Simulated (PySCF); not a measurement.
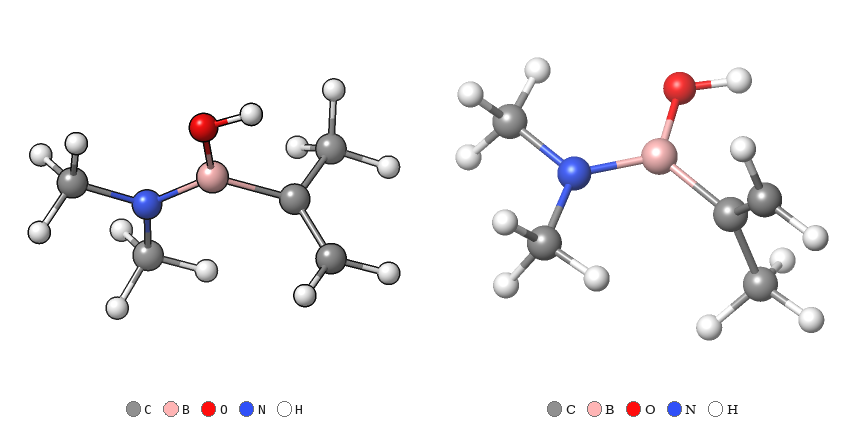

The same structure drawn twice, from different directions.

The computed structure is the end point of a PBE0-D3(BJ)/def2-SVP optimisation. No frequency run is at hand to confirm it as a minimum.

**Which formula does it have?**

C₅H₁₂BNO, 20 atoms: 5 carbon, 12 hydrogen, 1 boron, 1 nitrogen and 1 oxygen.

**Give a SMILES string for it.**

C=C(C)B(O)N(C)C

**Count the bonded pairs by element.**

11 C–H, 2 C–C, 2 C–N, 1 C–B, 1 B–O, 1 B–N, 1 O–H.

More results for the same structure follow; atom numbers are the same in all pictures, views and colours differ.

**Geometry**

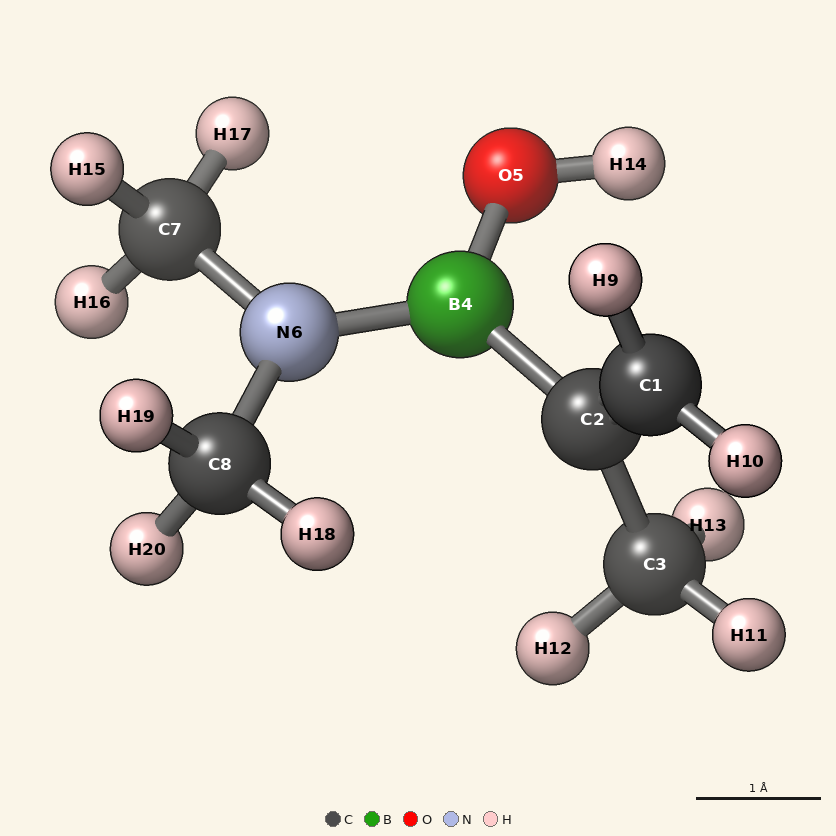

Numbered structure. No frequency run is at hand to confirm it as a minimum.

Which atoms are bonded, and how long are the bonds? Leave out bonds to hydrogen.

```
 bond  length (Å)   order
C1–C2       1.341  double
C2–C3       1.504  single
C2–B4       1.586  single
B4–O5       1.377  single
B4–N6       1.410  single
N6–C7       1.442  single
N6–C8       1.438  single
```

**Electronic properties**

No frequency run is at hand to confirm it as a minimum. Level of theory: B3LYP/def2-SVPD, gas phase (PySCF 2.14.0). Excitations: vertical, linear response.

**What is the HOMO–LUMO gap?**

6.41 eV.

**What is the brightest of the 10 lowest singlets?**

7.02 eV.

**Estimate the lowest vertical singlet excitation.**

5.54 eV.

**Give the HOMO energy (Kohn–Sham orbital) at this level.**

−6.50 eV.

**Dipole moment**

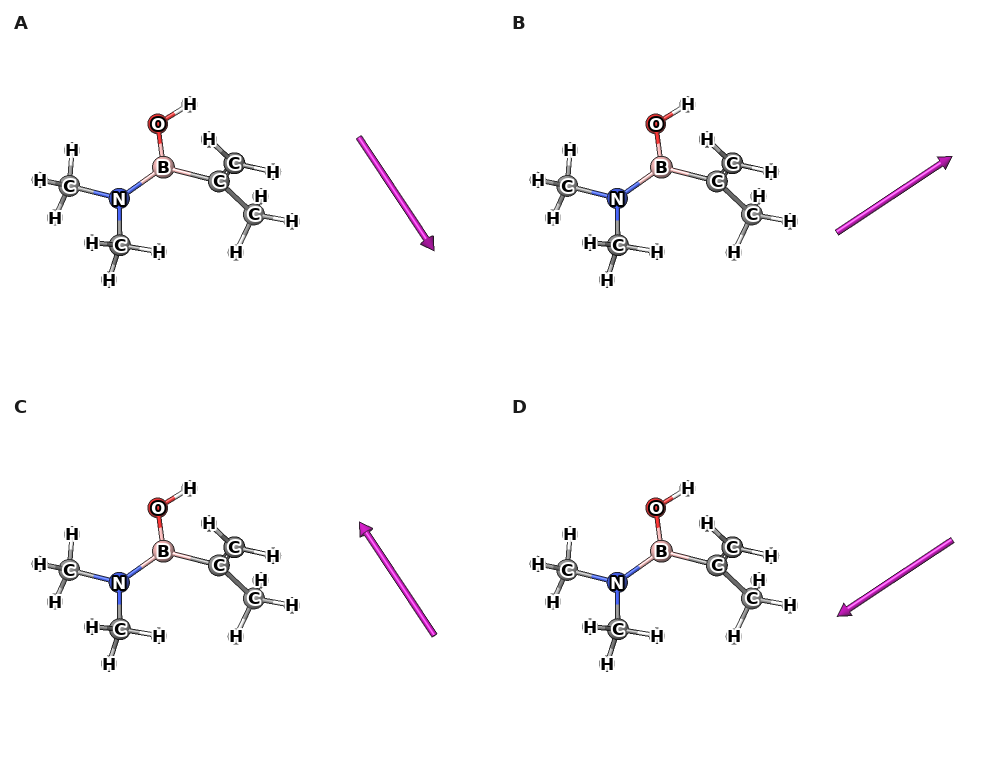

The same molecule four times, each with an arrow. No frequency run is at hand to confirm it as a minimum. Level of theory: B3LYP/def2-SVPD, gas phase (PySCF 2.14.0).

**Which arrow points along the dipole moment, from the negative to the positive end?**

A. The dipole moment is 0.70 D.

**Quadrupole coupling**

No frequency run is at hand to confirm it as a minimum. Electric field gradients from the ground-state density, PBE0/pcSseg-1 (PySCF 2.14.0), non-relativistic apart from any core potentials.

Give the largest field-gradient component, the quadrupole coupling constant and the asymmetry for 11B at B4 (Q = 40.59 mb), 17O at O5 (Q = −25.6 mb), 14N at N6 (Q = 20.44 mb).

```
atom  V_zz (a.u.)  e²qQ/h (MHz)     η
  B4        0.321          3.06  0.32
  O5        1.397         −8.41  0.32
  N6       −0.863         −4.15  0.57
```
